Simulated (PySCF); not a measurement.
```tsv
atom	x (Å)	y (Å)	z (Å)
C	1.2250	1.2726	0.6371
Si	0.0396	-0.0402	0.0081
C	-0.9241	-0.7826	1.4386
C	0.9456	-1.3716	-0.9651
C	-1.2053	0.8217	-1.1495
F	-1.8530	1.8284	-0.4456
H	1.9098	0.8680	1.3989
H	0.6597	2.1014	1.0912
H	1.8348	1.6885	-0.1804
H	-1.5947	-1.5870	1.0976
H	-1.5424	-0.0083	1.9187
H	-0.2509	-1.2037	2.2018
H	0.2490	-2.1311	-1.3542
H	1.4948	-0.9441	-1.8189
H	1.6773	-1.8890	-0.3243
H	-1.9651	0.1176	-1.5357
H	-0.7071	1.2716	-2.0282
```

Geometry: PBE0-D3(BJ)/def2-SVP.

These are results of PBE0/pcSseg-1, SCF density, in a chloroform solvent model, non-relativistic in PySCF 2.14.0, not measurements.

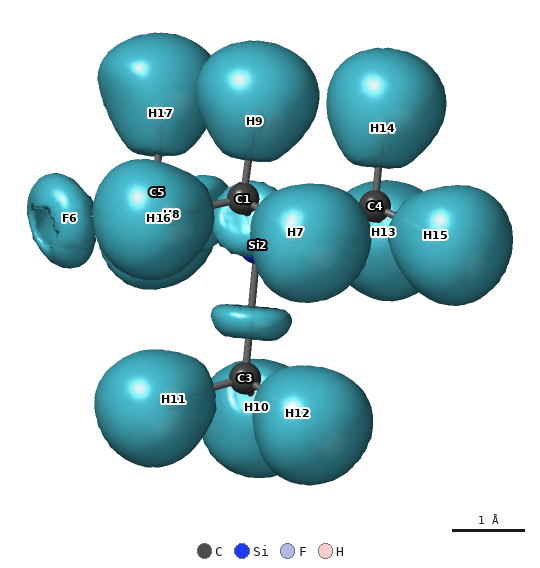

C$_{4}$H$_{11}$FSi (TMS-CH2F). Isosurface of the electron localisation function at 0.85 (cyan), seen at a tilt. Core shells and regions of very low density are left out.

> What do the ELF domains correspond to?

The surface consists of four regions between bonded C–Si atoms (shared pairs), eleven regions around hydrogen nuclei and one region wrapped around F (its lone pairs, merged into a ring or cap). Along the contacts the grid gives the following. C–F (1.39 Å): the ELF peaks at about 0.85 between the atoms: a polar covalent bond. C–Si (1.88 Å): the ELF peaks at about 0.95 between the atoms, as expected for a shared electron pair.
